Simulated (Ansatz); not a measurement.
# A thicker film of BaZrO3 (001), ZrO2 faces from two thinner ones

In a field along its normal an insulating film takes a dipole p. Written as a length, p/(ε₀AE), it should grow by 1 − 1/ε for each ångström added.

**Method.** Ansatz 0.2.0, plane waves with PAW datasets (its set soft_2), LDA; perovskite films relaxed at a bulk in-plane lattice constant near the measured one, then held in weak fields of both signs with a dipole correction (A is the cell's area, E the outer field).

| run | distance between the outer atoms (Å) | p/(ε₀AE) (Å) |
| --- | --- | --- |
| 2 units | 8.040 | 8.757 |
| 3 units | 12.168 | 12.050 |
| 5 units | 20.422 | ? |

**Question.** What value belongs in the row marked “?”, and how far can the other rows tell?

Two rows fix a line: slope = (12.050 − 8.757) / (12.168 − 8.040) = 0.7977, intercept 2.3435. That slope means ε = 1/(1 − 0.7977) = 4.94. At 20.422 it gives 0.7977 × 20.422 + 2.3435 = 18.634 Å, beyond the rows fitted. Rounding of the rows alone allows about ±0.004 Å there; two rows can't show whether the line holds.

The run itself gives 18.630 Å: a miss of −0.004 Å, or 0.0 % of the value. The length is met to within 1 %, though ε is more sensitive than the length: the two thickest films give ε = 4.93.

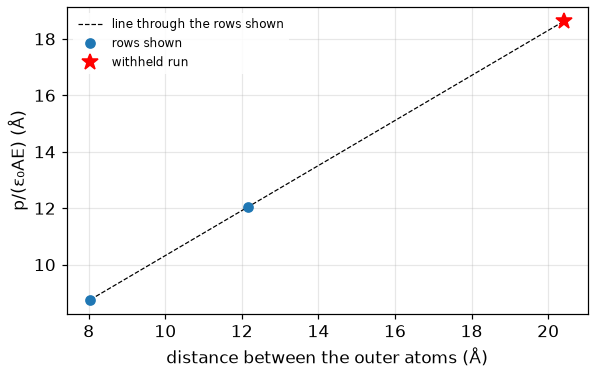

The fit and the withheld run.

Caveats: This is the electronic response alone. A unit is one step of the cut along the normal (a plane, a pair of planes or a cell), and the layers relax along it, away from their bulk spacing where the functional's lattice constant differs from the one held.
